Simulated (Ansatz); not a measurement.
C$_{3}$H$_{10}$FNSi (SMILES CNC(F)C[SiH3])

```xyz
16

C    -2.1429   -1.1408   -0.4375
N    -0.9361   -0.3746   -0.6499
C     0.2016   -0.7834    0.0630
F     0.0031   -0.7290    1.4625
C     1.4222    0.0654   -0.2427
Si    1.4206    1.7705    0.5889
H    -1.9585   -2.1973   -0.6921
H    -2.5214   -1.1096    0.6014
H    -2.9354   -0.7779   -1.1081
H    -1.0955    0.6260   -0.5605
H     0.3835   -1.8521   -0.1491
H     2.3288   -0.4535    0.1084
H     1.5196    0.1809   -1.3331
H     0.1028    2.4574    0.4037
H     1.7128    1.6808    2.0480
H     2.4719    2.6145   -0.0586
```

Theory: RKS PBE0/def2-SVP in Ansatz.

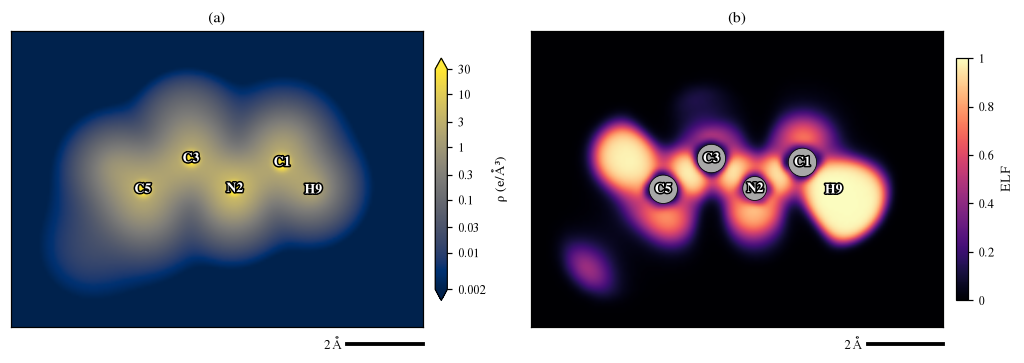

Figure 1. (a) total electron density; (b) electron localisation function on the plane of atoms N2, C1 and H9. Grey discs cover the atomic cores in the ELF map.

What does the map show?

Answer. The section cuts through C, N and H sites. C–N (1.40 Å): the density is about 2.2 e/Å³ at the midpoint; the ELF peaks at about 0.95 between the atoms; localised, covalent bonding. C–C (1.52 Å): the density is about 1.7 e/Å³ at the midpoint; the ELF peaks at about 0.95 between the atoms; localised, covalent bonding. C–N (1.45 Å): ρ at the midpoint is about 1.9 e/Å³; the ELF peaks at about 0.95 between the atoms (a shared electron pair). C–H (1.10 Å): ρ at the midpoint is about 1.9 e/Å³; the ELF climbs to about 1 towards the hydrogen, as it does in any bond to H; a covalent bond by its length.

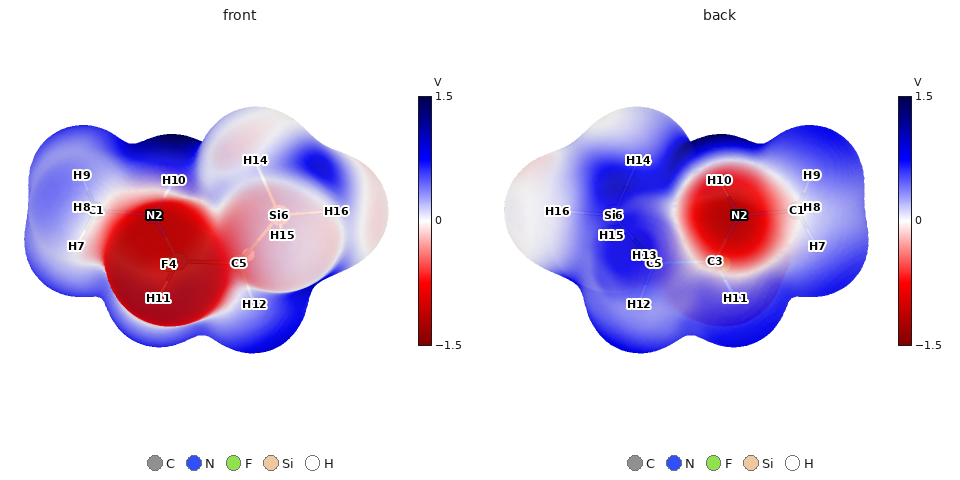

Figure 2. The electrostatic potential painted on the density surface at 0.002 e/bohr³, seen from the front and from behind; the colour scale runs from red (negative) to blue (positive).

Which sites attract a positive test charge, and which a negative one?

Answer. A positive charge is drawn to the negative regions and a negative charge to the positive ones. The most negative region (about −1.2 V, or −28 kcal/mol for a unit charge) lies over N2 and F4, the most positive (about +1.4 V, or +32 kcal/mol for a unit charge) over H10.

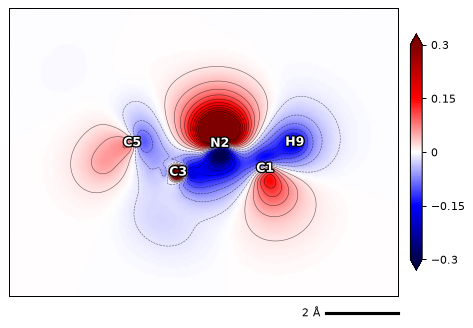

Figure 3. The HOMO on the plane of atoms N2, C3 and C5 (values in Å⁻³ᐟ²; the overall sign is arbitrary).

Where does this orbital lie, and at what energy?

Answer. By Hirshfeld shares it lies mainly on N2 (about 60 %), C1 (about 10 %), H8 (about 5 %), F4 (about 5 %) and C3 (about 5 %). Its energy is −7.03 eV.
